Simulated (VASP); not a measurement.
Band structure of CsPbCl₃ (cubic perovskite). Calculation: PBEsol GGA with spin-orbit coupling, VASP's PBE PAW potentials (set 64) (plane waves; VASP 6.6.1).

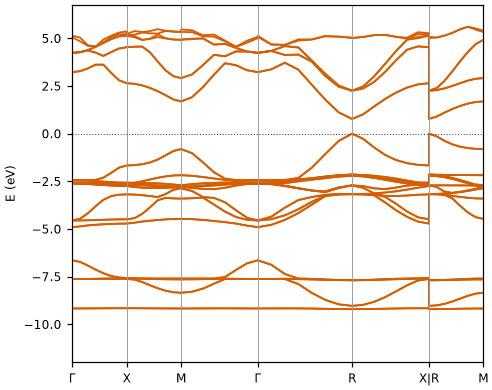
Bands along high-symmetry lines, zero at the valence-band maximum or, without a gap, the Fermi level

**Question.** Read the plot: is there a gap, and where are the band edges?

**Answer.** The gap is direct, 0.77 eV, from the valence maximum at R to the conduction minimum at R.

The compound is CsPbCl3 in the cubic perovskite structure, the ideal cubic form; the compound distorts at low or room temperature. It was relaxed first.
